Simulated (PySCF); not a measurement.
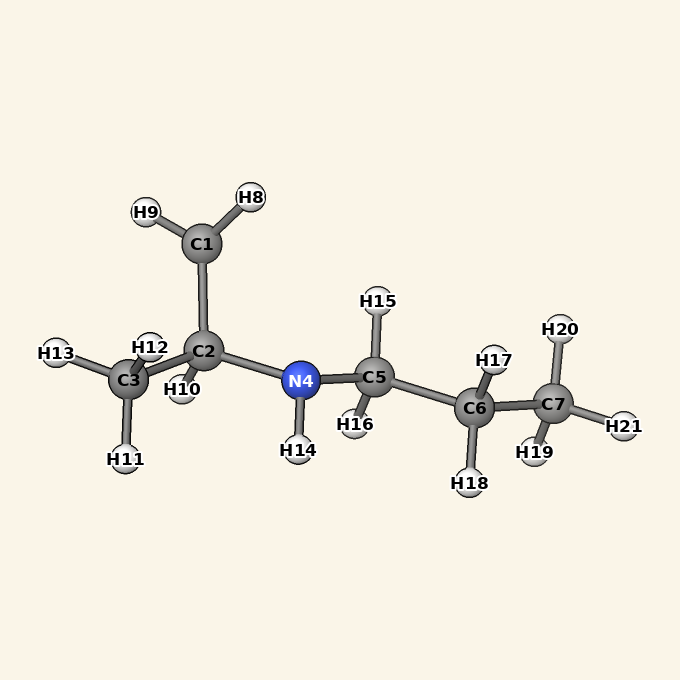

Charge 0, doublet. Computed geometry: GFN2-xTB optimisation. No frequency run is at hand to confirm it as a minimum. Method: UKS B3LYP, pcH-1 on C H N, non-relativistic (PySCF 2.14.0). Fermi-contact and spin-dipolar terms alone, no spin-orbit part.

Question. Which nucleus has the largest dipolar (anisotropic) hyperfine coupling?

Answer. 13C at C1: principal values −81.1, −80.6, 161.7 MHz.

List the isotropic and dipolar parts for the most strongly coupled nuclei, one of each equivalent set.

```
atom  isotope  a_iso (MHz)   dipolar part (MHz)
  C1      13C         92.1  −81.1, −80.6, 161.7
  H9       1H        −62.5    −39.3, −0.2, 39.5
  H8       1H        −62.6     −39.4, 0.0, 39.4
  C3      13C         90.3     −5.7, −5.5, 11.2
 H10       1H         53.9      −5.5, −4.4, 9.9
 H15       1H          2.2      −5.9, −3.4, 9.3
 H13       1H         −0.6      −5.9, −2.4, 8.3
 H12       1H         −4.1      −5.5, −2.3, 7.8
```
